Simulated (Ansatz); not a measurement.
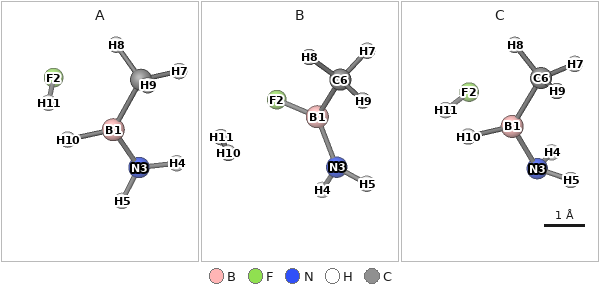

3 geometries from a converged minimum-energy path of CH₇BFN, made up of CH₅BFN and H$_{2}$, shuffled. Style: ball-and-stick. Shown at a tilt.

Method: Ansatz 0.2.0, RKS PBE/6-31G*. Run with 9 movable images; climbing image; force threshold 0.05 eV/Å; iteration limit 60; starting path through a guess of the saddle point.

**Which frame is the transition state?**

C. In order along the path, whose images run from 0 to 10: B (image 3, +0.06 eV), C (image 6, +2.65 eV), A (image 9, +1.49 eV). Breaking: B1–F2 (1.36 → 2.15 at the top → 2.81 Å), H10–H11 (0.75 → 1.73 at the top → 1.67 Å). Forming: B1–H10 (4.22 → 1.24 at the top → 1.23 Å), F2–H11 (2.43 → 0.96 at the top → 0.95 Å).

Limits of the set-up: the start holds two separate molecules, 2.4 Å apart at their closest, whose relative position is a soft coordinate and is computed without a dispersion correction.
